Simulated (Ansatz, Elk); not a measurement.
## How far do independent atoms describe InPt5N?

Structure refinements treat a crystal as free atoms side by side. For a made-up structure of InPt5N (cell and positions from a PBEsol relaxation) the runs below show what the calculated density changes in F(hkl).

Main program and level: Elk 11.2.3 (patched build); DFT, PBE, all-electron APW+lo, Dirac cores, scalar-relativistic bands, static density, no spin.

The structure was built from a prototype and need not be the compound's stable phase.

### 1. The structure

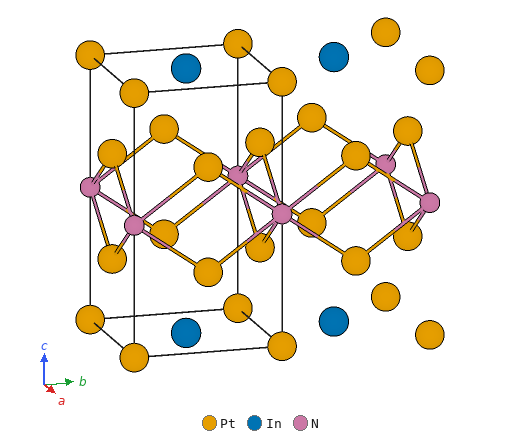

Start, viewed slightly off an axis; platinum orange, indium blue, nitrogen pink. 1×2×1 cells are drawn. Some periodic images of atoms are drawn too.

### 2. Ground state and structure factors

An all-electron density is needed, since X-rays see the cores too. Task 0 finds the density and task 195 Fourier-transforms it; tshift is off so that phases refer to the origin typed.

elk.in

```
tasks
  0
  195

xctype
  20

spinpol
  .false.

rgkmax
  7.0

gmaxvr
  14.0

lmaxo
  7

lmaxapw
  8

swidth
  0.002

tshift
  .false.

ramdisk
  .false.

hmaxvr
  5.5

maxscl
  120

epspot
  1e-06

sppath
  './'

avec
  7.32191741685 -0.00000000000 0.00000000000
  0.00000000000 7.32191741685 0.00000000000
  0.00000000000 0.00000000000 12.99392076205

atoms
  3
  'Pt.in'
  5
  0.0000000000 -0.0000000000 -0.0000000000   0.000000 0.000000 0.000000
  0.5000000000 -0.0000000000 0.6989644276   0.000000 0.000000 0.000000
  0.5000000000 0.0000000000 0.3010355724   0.000000 0.000000 0.000000
  -0.0000000000 0.5000000000 0.6989644276   0.000000 0.000000 0.000000
  -0.0000000000 0.5000000000 0.3010355724   0.000000 0.000000 0.000000
  'In.in'
  1
  0.5000000000 0.5000000000 -0.0000000000   0.000000 0.000000 0.000000
  'N.in'
  1
  -0.0000000000 0.0000000000 0.5000000000   0.000000 0.000000 0.000000

ngridk
  6 6 4
```

On the command line:

```
OMP_NUM_THREADS=4 elk
```

Numbers of over 12 decimals in the logs are rounded to 6 here.

What it wrote:

```text
┌─────────────────────────┐
│ Elk code version 11.2.3 │
└─────────────────────────┘

All units are atomic (Hartree, Bohr, etc.)

┌─────────────────────────────────────────────────┐
│ Ground-state run starting from atomic densities │
└─────────────────────────────────────────────────┘

Lattice vectors :
   7.321917417      -0.000000000       0.000000000
   0.000000000       7.321917417       0.000000000
   0.000000000       0.000000000       12.99392076

Reciprocal lattice vectors :
  0.8581338671       0.000000000       0.000000000
   0.000000000      0.8581338671      -0.000000000
  -0.000000000       0.000000000      0.4835480701

Unit cell volume      :    696.6102597
Brillouin zone volume :   0.3560817688

Muffin-tin inner radius fraction :   0.1000000000E-01

Nuclei treated as point charges

Species : 1 (Pt)
 parameters loaded from : Pt.in
 name : platinum
 nuclear charge    :   -78.00000000
 electronic charge :    78.00000000
 atomic mass :    355605.4401
 muffin-tin radius :    2.543979392
 number of radial points in muffin-tin :   1393
 inner part over the whole radius :   0.9984132514E-02
 number on inner part of muffin-tin    :    998
 approximate nuclear radius :   0.1029052813E-03
 number of mesh points to nuclear radius :    526
 atomic positions (lattice), magnetic fields (Cartesian) :
  1 :   0.00000000  0.00000000  0.00000000    0.00000000  0.00000000  0.00000000
  2 :   0.50000000  0.00000000 -0.30103557    0.00000000  0.00000000  0.00000000
  3 :   0.50000000  0.00000000  0.30103557    0.00000000  0.00000000  0.00000000
  4 :   0.00000000  0.50000000 -0.30103557    0.00000000  0.00000000  0.00000000
  5 :   0.00000000  0.50000000  0.30103557    0.00000000  0.00000000  0.00000000

Species : 2 (In)
 parameters loaded from : In.in
 name : indium
 nuclear charge    :   -49.00000000
 electronic charge :    49.00000000
 atomic mass :    209300.4102
 muffin-tin radius :    2.583398065
 number of radial points in muffin-tin :   1193
 inner part over the whole radius :   0.9961496082E-02
 number on inner part of muffin-tin    :    850
 approximate nuclear radius :   0.8768807633E-04
 number of mesh points to nuclear radius :    427
 atomic positions (lattice), magnetic fields (Cartesian) :
  1 :   0.50000000  0.50000000  0.00000000    0.00000000  0.00000000  0.00000000

Species : 3 (N)
 parameters loaded from : N.in
 name : nitrogen
 nuclear charge    :   -7.000000000
 electronic charge :    7.000000000
 atomic mass :    25532.65216
 muffin-tin radius :    1.800000000
 number of radial points in muffin-tin :    593
 inner part over the whole radius :   0.9919300552E-02
 number on inner part of muffin-tin    :    407
 approximate nuclear radius :   0.4939692610E-04
 number of mesh points to nuclear radius :    170
 atomic positions (lattice), magnetic fields (Cartesian) :
  1 :   0.00000000  0.00000000  0.50000000    0.00000000  0.00000000  0.00000000

Total number of atoms per unit cell :    7
Total muffin-tin volume :    441.4753795
 ratio of muffin-tin to unit cell volume :   0.6337480296

Spin treatment :
 spin-unpolarised

Number of Bravais lattice symmetries :   16
Number of crystal symmetries         :   16
Crystal has inversion symmetry
Real symmetric eigensolver will be used

k-point grid :      6     6     4
k-point offset :    0.000000000       0.000000000       0.000000000
k-point set is reduced with full crystal symmetry group
Total number of k-points :       30

Muffin-tin radius times maximum |G+k| :    7.000000000
 using average radius
Maximum |G+k| for APW functions       :    2.864945026
Maximum (1/2)|G+k|²                   :    4.103955000
Maximum |G| for potential and density :    14.00000000
Constant for pseudocharge density :    9
 order of it for each species :   16  16  16
 order of it for pair densities of each species (exact exchange by exxq0 0: 17) :   11  11   4
Radial integration step length :    1

G-vector grid sizes :     35    35    60
Number of G-vectors :    32309

[...]
correlation                 :     -26.928811070428
 electron entropic           :    -0.19115299237139E-02
 total energy                :     -98174.011393100

Density of states at Fermi energy :    147.6634801
 (states/Hartree/unit cell)

Estimated indirect band gap :   0.4434630487E-03
 from k-point 16 to k-point 12
Estimated direct band gap   :   0.3526995844E-02
 at k-point 12

Charges :
 core                        :    272.0000000
 valence                     :    174.0000000
 interstitial                :    9.631026615
 muffin-tins (core leakage)
  species : 1 (Pt)
[...]
species : 2 (In)
[...]
species : 3 (N)
[...]
total in muffin-tins        :    436.3689734
 total calculated charge     :    445.9921466
 total charge                :    446.0000000
 error                       :   0.7853383348E-02

RMS change in Kohn-Sham potential (target) :   0.6767589297     (  0.1000000000E-05)
Absolute change in total energy (target)   :   0.9974701985     (  0.1000000000E-03)

[... loops 3 to 19 left out ...]

┌──────────────────┐
│ Loop number : 20 │
└──────────────────┘

Energies :
 Fermi                       :     0.376989
 sum of occupied eigenvalues :     -60215.951913875
 electron kinetic            :      111784.99312533
 core electron kinetic       :      107445.15378074
 Coulomb                     :     -208002.88324000
 Coulomb potential           :     -169445.04603036
 nuclear-nuclear             :     -9612.0475122016
 electron-nuclear            :     -227582.86924270
 Hartree                     :      29192.033514898
 Madelung                    :     -123280.36022483
 xc potential                :     -2555.8990088454
 exchange                    :     -1926.6447578008
 correlation                 :     -26.938652317861
 electron entropic           :    -0.15306308959636E-02
 total energy                :     -98171.475055427

Density of states at Fermi energy :    115.6898963
 (states/Hartree/unit cell)

Estimated indirect band gap :   0.9764400181E-03
 from k-point 9 to k-point 25
Estimated direct band gap   :   0.2139985375E-02
 at k-point 22

Charges :
 core                        :    272.0000000
 valence                     :    174.0000000
 interstitial                :    8.786044118
 muffin-tins (core leakage)
  species : 1 (Pt)
[...]
species : 2 (In)
[...]
species : 3 (N)
[...]
total in muffin-tins        :    437.2139559
 total calculated charge     :    445.9927732
 total charge                :    446.0000000
 error                       :   0.7226784268E-02

RMS change in Kohn-Sham potential (target) :   0.8171554451E-07 (  0.1000000000E-05)
Absolute change in total energy (target)   :   0.4804613127E-04 (  0.1000000000E-03)

Convergence targets achieved

┌──────────────────┐
│ Loop number : 21 │
└──────────────────┘

Energies :
 Fermi                       :     0.376989
 sum of occupied eigenvalues :     -60215.951910399
 electron kinetic            :      111784.99312395
 core electron kinetic       :      107445.15377879
 Coulomb                     :     -208002.88324025
 Coulomb potential           :     -169445.04602747
 nuclear-nuclear             :     -9612.0475122016
 electron-nuclear            :     -227582.86924629
 Hartree                     :      29192.033518240
 Madelung                    :     -123280.36022651
 xc potential                :     -2555.8990068784
 exchange                    :     -1926.6447578145
 correlation                 :     -26.938652313582
 electron entropic           :    -0.15306309070629E-02
 total energy                :     -98171.475057057

Density of states at Fermi energy :    115.6898997
 (states/Hartree/unit cell)

Estimated indirect band gap :   0.9764384048E-03
 from k-point 9 to k-point 25
Estimated direct band gap   :   0.2139987388E-02
 at k-point 22

Charges :
 core                        :    272.0000000
 valence                     :    174.0000000
 interstitial                :    8.786044010
 muffin-tins (core leakage)
  species : 1 (Pt)
[...]
atom 5                    :    76.67909012     (  0.6041815911E-03)
  species : 2 (In)
   atom 1                    :    47.55541538     (  0.1455519561E-03)
  species : 3 (N)
   atom 1                    :    6.202662243     ( -0.8815965158E-07)
 total in muffin-tins        :    437.2139560
 total calculated charge     :    445.9927732
 total charge                :    446.0000000
 error                       :   0.7226784370E-02

┌──────────────────────────────┐
│ Self-consistent loop stopped │
└──────────────────────────────┘

Warning : core states of species 1 leak from the muffin-tin :   0.6080201191E-03

Warning : core states of species 2 leak from the muffin-tin :   0.1455519561E-03

Wrote STATE.OUT
```

Run time: 2.1 min. Hardware: 4 threads of Arm Neoverse V1, shared host; peak memory 0.34 GiB; 7.3 min of CPU time.

SFACRHO.OUT:

```text

h k l indices transformed by vhmat matrix:
   1.000000000       0.000000000       0.000000000    
   0.000000000       1.000000000       0.000000000    
   0.000000000       0.000000000       1.000000000    

      h      k      l  multipl.   |H|            Re(F)            Im(F)           |F|

      0      0      0      1   0.0000000       446.00000     -0.54702623E-16   446.00000    
      0      0     -1      2  0.48354807       20.751049     -0.67480043E-15   20.751049    
     -1      0      0      4  0.85813387       33.791846     -0.22427884E-13   33.791846    
      0      0     -2      2  0.96709614      -107.39379      0.10502043E-13   107.39379    
      1      0     -1      8  0.98499364       22.254659     -0.50186108E-14   22.254659    
     -1      1      0      4   1.2135846      -157.10807      0.22567545E-14   157.10807    
      1      0     -2      8   1.2929303       31.480935     -0.23049412E-13   31.480935    
      1      1     -1      8   1.3063714       185.05338     -0.10222628E-13   185.05338    
      0      0      3      2   1.4506442       310.69591      0.15052879E-14   310.69591    
      1      1     -2      8   1.5517933       308.47131     -0.66377014E-13   308.47131    
      1      0      3      8   1.6854561       21.552606     -0.39854425E-14   21.552606    
      0     -2      0      4   1.7162677       347.66121      0.39341189E-13   347.66121    
      0     -2     -1      8   1.7830854       16.158625     -0.20683647E-13   16.158625    
     -1     -1      3      8   1.8913371      -104.43860      0.29172284E-13   104.43860    
     -1      2      0      8   1.9188457       28.099021     -0.39617347E-13   28.099021    
      0      0     -4      2   1.9341923       164.15798      0.15031182E-14   164.15798    
     -2      0     -2      8   1.9699873      -92.054577      0.91592779E-14   92.054577    
     -2      1      1     16   1.9788349       21.185999     -0.32715358E-13   21.185999
```

Elk indexes on the primitive cell of elk.in and gives |H| = 4π sin θ/λ in inverse bohr. Below, one row stands for each form hkl of the conventional cell (m members, Friedel mates merged), F is for one primitive cell and the density is static (no thermal factor). Free-atom factors are Waasmaier and Kirfel's, and R is Σm||F|−|F'||/Σm|F|.

```csv
hkl,m,sin θ/λ (Å⁻¹),"abs F, DFT",neutral atoms,diff.
001,2,0.073,20.751,20.663,+0.088
100,4,0.129,33.792,33.878,-0.087
002,2,0.145,107.394,107.582,-0.188
101,8,0.148,22.255,22.358,-0.103
110,4,0.182,157.108,157.589,-0.481
102,8,0.194,31.481,31.411,+0.070
111,8,0.197,185.053,185.729,-0.676
003,2,0.218,310.696,311.841,-1.145
112,8,0.233,308.471,309.308,-0.837
103,8,0.254,21.553,21.712,-0.159
200,4,0.258,347.661,348.591,-0.930
201,8,0.268,16.159,16.283,-0.124
113,8,0.284,104.439,104.800,-0.361
210,8,0.289,28.099,28.122,-0.023
004,2,0.291,164.158,164.496,-0.338
202,8,0.296,92.055,92.325,-0.270
211,16,0.298,21.186,21.353,-0.167
104,8,0.318,27.126,27.230,-0.104
```

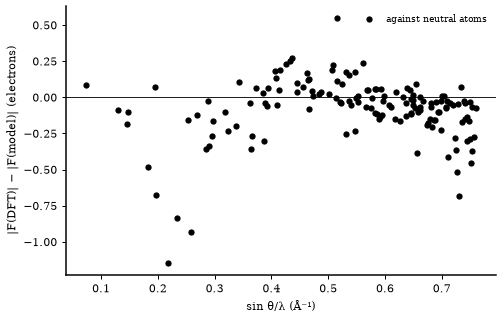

Difference between the calculated structure factors and the independent-atom ones.

### 3. The highest occupied states alone

An energy window below the Fermi level keeps the highest occupied states, to see at which angles they scatter; shallow core shells can lie inside it and anion s states outside. No new self-consistency is needed.

Changes to elk.in since step 2:

```diff
@@ -1,3 +1,2 @@
 tasks
-  0
   195
@@ -40,2 +39,5 @@
 
+wsfac
+  -0.064000 0.676990
+
 sppath
```

On the command line:

```
OMP_NUM_THREADS=4 elk
```

What it wrote:

```text
┌─────────────────────────────────┐
│ Elk code version 11.2.3 started │
└─────────────────────────────────┘

Info(readinput): the functional depends on the density's gradient
 muffin-tin radial points multiplied by    2.00000
 (not where nrmtscf is given)

┌────────────────────┐
│ Current task : 195 │
└────────────────────┘
Info(checkmt): changed muffin-tin radius of species 1 (Pt) from   2.8000 to   2.5440
Info(checkmt): changed muffin-tin radius of species 2 (In) from   2.6000 to   2.5834

Info(sfacrho): density structure factors written to SFACRHO.OUT

 Energy window :  -0.6400000000E-01  0.6769900000

┌──────────────────┐
│ Elk code stopped │
└──────────────────┘
```

It took 20 s on 4 threads; peak memory 0.18 GiB.

States within 12 eV below the Fermi level hold 56.00 electrons; any levels below the window count with the cores. Their amplitudes can exceed the total, where window and core parts have opposite phase:

```csv
hkl,sin θ/λ (Å⁻¹),"abs F, window","abs F, all"
001,0.073,2.876,20.751
100,0.129,7.548,33.792
002,0.145,9.214,107.394
101,0.148,2.484,22.255
110,0.182,9.691,157.108
102,0.194,5.207,31.481
111,0.197,6.176,185.053
003,0.218,10.172,310.696
112,0.233,11.291,308.471
103,0.254,0.527,21.553
```

### 4. Another functional

The difference from free atoms is small, so it is set against the change that LDA (Perdew-Wang) makes.

Changes to elk.in since step 3:

```diff
@@ -1,2 +1,3 @@
 tasks
+  0
   195
@@ -4,3 +5,3 @@
 xctype
-  20
+  3
 
@@ -39,5 +40,2 @@
 
-wsfac
-  -0.064000 0.676990
-
 sppath
```

On the command line:

```
OMP_NUM_THREADS=4 elk
```

What it wrote:

```text
┌─────────────────────────┐
│ Elk code version 11.2.3 │
└─────────────────────────┘

All units are atomic (Hartree, Bohr, etc.)

┌─────────────────────────────────────────────────┐
│ Ground-state run starting from atomic densities │
└─────────────────────────────────────────────────┘

Lattice vectors :
   7.321917417      -0.000000000       0.000000000
   0.000000000       7.321917417       0.000000000
   0.000000000       0.000000000       12.99392076

Reciprocal lattice vectors :
  0.8581338671       0.000000000       0.000000000
[...]
species : 2 (In)
   atom 1                    :    47.58194704     (  0.1438409472E-03)
  species : 3 (N)
   atom 1                    :    6.180325547     ( -0.4237078935E-05)
 total in muffin-tins        :    437.2277905
 total calculated charge     :    445.9926946
 total charge                :    446.0000000
 error                       :   0.7305429132E-02

┌──────────────────────────────┐
│ Self-consistent loop stopped │
└──────────────────────────────┘

Warning : core states of species 1 leak from the muffin-tin :   0.6014973432E-03

Warning : core states of species 2 leak from the muffin-tin :   0.1438409472E-03

Wrote STATE.OUT
[key lines of the parts left out:]
total energy                :     -98114.558298186
```

Wall time 63 s (4 threads); peak memory 0.24 GiB; 3.5 min of CPU time.

Against the first run R = 0.02 %; the largest change is -0.066 at 200.

### 5. Basis size

A smaller basis shows how fast F responds to it; the change is likely larger than the basis error of the first run, but doesn't show convergence.

Changes to elk.in since step 4:

```diff
@@ -5,3 +5,3 @@
 xctype
-  3
+  20
 
@@ -11,3 +11,3 @@
 rgkmax
-  7.0
+  5.5
```

On the command line:

```
OMP_NUM_THREADS=4 elk
```

What it wrote:

```text
┌─────────────────────────┐
│ Elk code version 11.2.3 │
└─────────────────────────┘

All units are atomic (Hartree, Bohr, etc.)

┌─────────────────────────────────────────────────┐
│ Ground-state run starting from atomic densities │
└─────────────────────────────────────────────────┘

Lattice vectors :
   7.321917417      -0.000000000       0.000000000
   0.000000000       7.321917417       0.000000000
   0.000000000       0.000000000       12.99392076

Reciprocal lattice vectors :
  0.8581338671       0.000000000       0.000000000
[...]
species : 2 (In)
   atom 1                    :    47.54061747     (  0.1462811270E-03)
  species : 3 (N)
   atom 1                    :    6.133579560     ( -0.8933920892E-07)
 total in muffin-tins        :    436.7391191
 total calculated charge     :    445.9970947
 total charge                :    446.0000000
 error                       :   0.2905333463E-02

┌──────────────────────────────┐
│ Self-consistent loop stopped │
└──────────────────────────────┘

Warning : core states of species 1 leak from the muffin-tin :   0.6047261619E-03

Warning : core states of species 2 leak from the muffin-tin :   0.1462811270E-03

Wrote STATE.OUT
[key lines of the parts left out:]
total energy                :     -98171.059394004
```

Elapsed: 1.8 min, on 4 threads; peak memory 0.34 GiB; 6 min of CPU time.

Against the first run R = 0.03 %; the largest change is +0.234 at 203.

### 6. Settings against the effect

```csv
run,R against the first run (%),"R against neutral atoms, low angle (%)",wall time
"PBE, rgkmax 7",0.00,0.33,2.1 min
LDA (Perdew-Wang),0.02,0.32,63 s
rgkmax 5.5,0.03,0.33,1.8 min
```

### 7. Outcome

| Property | Result |
| --- | --- |
| R against neutral atoms, sin θ/λ < 0.3 Å⁻¹ | 0.33 % |
| R against neutral atoms, 0.3 to 0.76 Å⁻¹ | 0.17 % |

What this shows: Independent neutral atoms miss the calculated amplitudes by R = 0.33 % below 0.3 Å⁻¹ and 0.17 % from there to 0.76 Å⁻¹; by shells, 0.30 % below 0.15 Å⁻¹ (4 forms), 0.33 % 0.15 to 0.3 (13 forms), 0.13 % 0.3 to 0.45 (23 forms), 0.18 % above 0.45 (109 forms). Bonding, aspherical density and the tables' own atoms all enter these figures, and the runs don't part them. The largest change of an amplitude is -1.14 electrons, at 003. The window's part falls from 56.0 electrons at the origin to at most 1.08 between 0.45 and 0.76 Å⁻¹, where compact states inside the window still scatter. Below 0.3 Å⁻¹ the changes that finished (LDA (Perdew-Wang) and rgkmax 5.5) move F by R = 0.05 % at most, against the 0.33 % that separates it from free atoms. The k-mesh has no finished test. Spin-orbit coupling is left out, which can matter for elements this heavy. Part of the difference isn't bonding: the tables are fits to free atoms and ions calculated by other methods than this functional. Thermal motion, anomalous dispersion and extinction are left out.

[Logs are printed without paths, hosts, clocks, repeated set-up lines and the standing remarks that a program may print on its own settings, such as how far it seeks lower states.]

[Hosts, paths, dates, database ids (printed as entryN), source tags and the programs' standing remarks are cut or masked in the printed files.]
